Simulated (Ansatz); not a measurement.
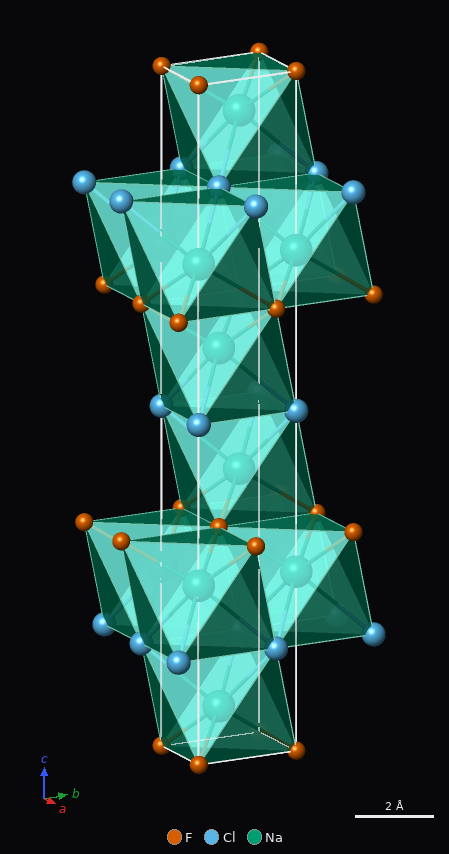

Crystal structure, polyhedral style, seen slightly off an axis. The wireframe shows the conventional unit cell. A few atoms beyond the faces are included.

Na2ClF, space group R-3m (No. 166), a = 3.596 Å, b = 3.596 Å, c = 17.762 Å, α = 90.00°, β = 90.00°, γ = 120.00°. Starting structure: a structure type filled with these elements by a generator (whether the compound takes this form wasn't checked). The cell was then strained or its atoms displaced on purpose. An electronic-structure calculation with Ansatz was run on it.

This one geometry was computed with Ansatz (DFT, plane waves, PAW) at three levels of theory: r2SCAN, HSE06 and PBE. It was relaxed with r2SCAN and then strained.

**Which level gives the highest pressure at this volume, and what does that say about its equilibrium volume?**

Highest: PBE (2.5 GPa), which points to the largest equilibrium volume. Lowest, with the smallest volume: r2SCAN (0.5 GPa). Levels within 0.5 GPa of each other can't be told apart.

**How does the band gap change with the level of theory?**

PBE: a gap of 4.33 eV, direct; r2SCAN: a gap of 5.01 eV, direct; HSE06: a gap of 5.78 eV, direct.

**Collect the results in a table.**

| level | cutoff (eV) | k-mesh of the run's cell | gap (eV) | pressure (GPa) |
| --- | --- | --- | --- | --- |
| r2SCAN | 500 | 8×8×8 | 5.01 | 0.5 |
| HSE06 | 420 | 6×6×6 | 5.78 | 1.4 |
| PBE | 420 | 8×8×8 | 4.33 | 2.5 |

Gaps are taken on the k-mesh or band path of each run.
